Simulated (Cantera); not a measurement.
Feed: 1 mol SiH2Cl2, 7.5 mol N2, held at 0.00133 bar.

These are equilibrium values from Cantera (NASA tables, ideal gas, pure condensed phases), not measurements of a reactor. Candidate condensed phases: NH4Cl, Si, Si3N4; 28 gas species. N2 is the only nitrogen source here; it is nearly inert below about 1500 K, so the nitride shown seldom forms there in practice. The tables' values for SiCl3 are old estimates; treat these amounts as uncertain. Kinetics and transport are ignored.

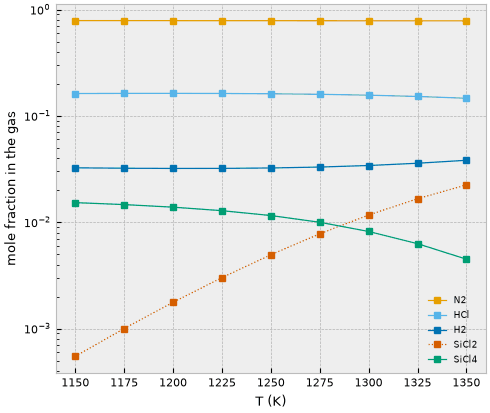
Fig. 1. Equilibrium gas composition (values under 1e-9 drawn at 1e-9)

Q: Read off the mole fractions at 1200 K.

A: N2 about 0.79, HCl about 0.16, H2 about 0.032, SiCl4 about 0.014, SiCl2 about 0.0018.
